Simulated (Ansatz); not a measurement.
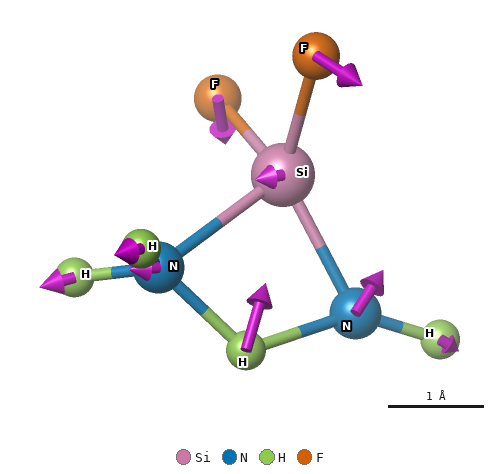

This is a constrained relaxation of SiN2H4F2. The starting structure is drawn; purple arrows show the displacements, magnified 10 times. The two geometries are superimposed by the best rigid fit.

The picture is a ball-and-stick view, seen at a tilt.

The reaction that was planned forms N2–H4 and breaks Si1–N2, N3–H4 (atoms numbered from 1 in input order).

Level of theory: RKS PBE0-D4/def2-SVP (Ansatz 0.2.0). Set-up: held fixed: the distance between atoms 2 (N) and 4 (H), the distance between atoms 1 (Si) and 2 (N), the distance between atoms 3 (N) and 4 (H), counting from 1; force threshold 0.04 eV/Å; at most 150 steps.

What happened in the run?

Answer. Over 5 geometry steps the energy falls by 0.122 eV. The largest force component goes from 0.79 to 0.0062 eV/Å. The largest move after the best rigid fit is that of an H atom, 0.078 Å. By element the largest moves are H 0.078 Å, F 0.069 Å, N 0.060 Å, Si 0.034 Å. Among the contacts that change: N–Si 1.646 → 1.632 Å, F–Si 1.604 → 1.615 Å, H–N 1.010 → 1.019 Å. Bond angles that change, for instance: Si–N–H 131.9° → 138.5°, Si–N–H 75.9° → 71.4°, F–Si–F 98.1° → 102.4°.
